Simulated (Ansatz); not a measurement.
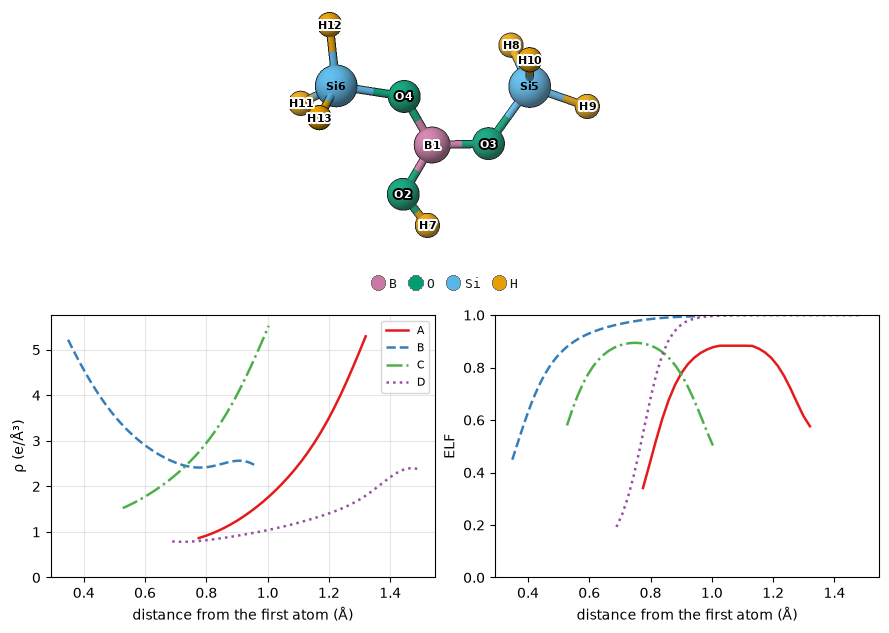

BH₇O₃Si₂. Total electron density and ELF along straight lines between neighbouring atoms. The curves leave out the atomic cores. The structure is drawn too.

Geometry: PBE0-D4/def2-SVP.

Computed with isolated molecule in a Gaussian basis; Kohn-Sham density functional theory, functional PBE0 (Ansatz 0.2.0).

The calculation's input:

```
crystal:
  periodic: [false, false, false]
  atoms:
    - {symbol: B, position_ang: [-0.230902, 0.801702, 0.004717]}
    - {symbol: O, position_ang: [-0.000163, 2.050042, 0.494705]}
    - {symbol: O, position_ang: [-1.246078, 0.574299, -0.880288]}
    - {symbol: O, position_ang: [0.563868, -0.234418, 0.404400]}
    - {symbol: Si, position_ang: [-1.653809, -0.901090, -1.570255]}
    - {symbol: Si, position_ang: [1.861720, -0.244899, 1.465039]}
    - {symbol: H, position_ang: [-0.622990, 2.692364, 0.140423]}
    - {symbol: H, position_ang: [-0.519782, -1.437884, -2.376319]}
    - {symbol: H, position_ang: [-2.817808, -0.634583, -2.460035]}
    - {symbol: H, position_ang: [-2.042453, -1.885247, -0.519395]}
    - {symbol: H, position_ang: [2.950883, 0.644526, 0.968347]}
    - {symbol: H, position_ang: [2.347798, -1.651036, 1.519376]}
    - {symbol: H, position_ang: [1.430218, 0.191324, 2.824284]}
basis:
  gaussian:
    orbitals: def2-SVPD
hamiltonian:
  xc: pbe0
output: {forces: true, orbitals: {seedname: orbitals}}
```

Run with:

```sh
ansatz run input.yaml --threads 2 --pin off --max-ram 6090MiB --events-out events.jsonl --progress --plain --runs-dir runs
```

Which curve belongs to which contact (B–O, O–H, Si–H and Si–O)? The first atom named is at distance zero.

Answer. Curve A: Si–O (1.68 Å): the density is about 1 e/Å³ at the midpoint; the ELF peaks at about 0.90 between the atoms (a shared but strongly polarised pair). Curve B: O–H (0.96 Å): the density is about 3.7 e/Å³ at the midpoint; the ELF climbs to about 1 towards the hydrogen, as it does in any bond to H; a covalent bond by its length. Curve C: B–O (1.36 Å): ρ at the midpoint is about 2.1 e/Å³; the ELF peaks at about 0.90 between the atoms; a polar covalent bond. Curve D: Si–H (1.49 Å): the density is about 0.79 e/Å³ at the midpoint; the ELF climbs to about 1 towards the hydrogen.
